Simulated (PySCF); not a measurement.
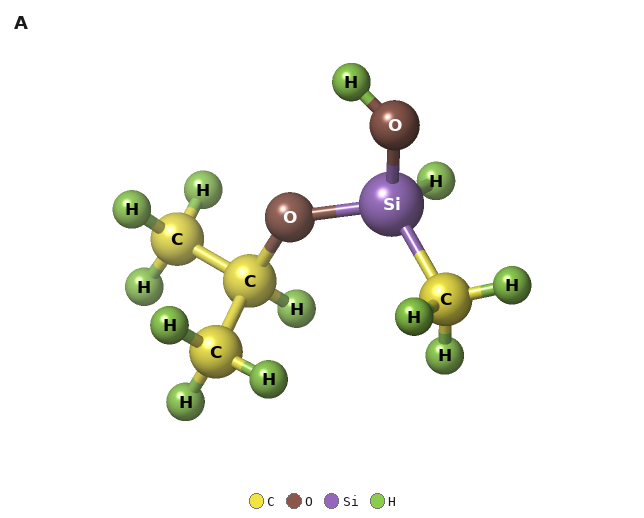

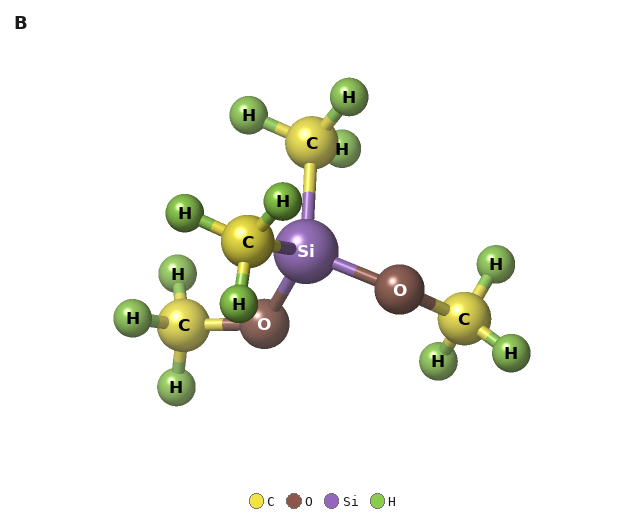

2 stationary structures of one formula. Geometries: GFN2-xTB. Electronic energies: PBE0/pcSseg-1 (PySCF 2.14.0), without zero-point energy. No frequency run is at hand to confirm each as a minimum. Each is one conformer, not always the lowest.

### How are they related?

They are constitutional isomers of C4H12O2Si: A `CC(C)O[Si@H](C)O`, B `CO[Si](C)(C)OC`.

### Rank them by energy, lowest first.

A is lowest; B lies 0.306 eV above it.

The geometry is semi-empirical. Around Si such bond lengths and angles can be off by a tenth of an ångström or more and by several degrees, and values that hang on the shape move with them.
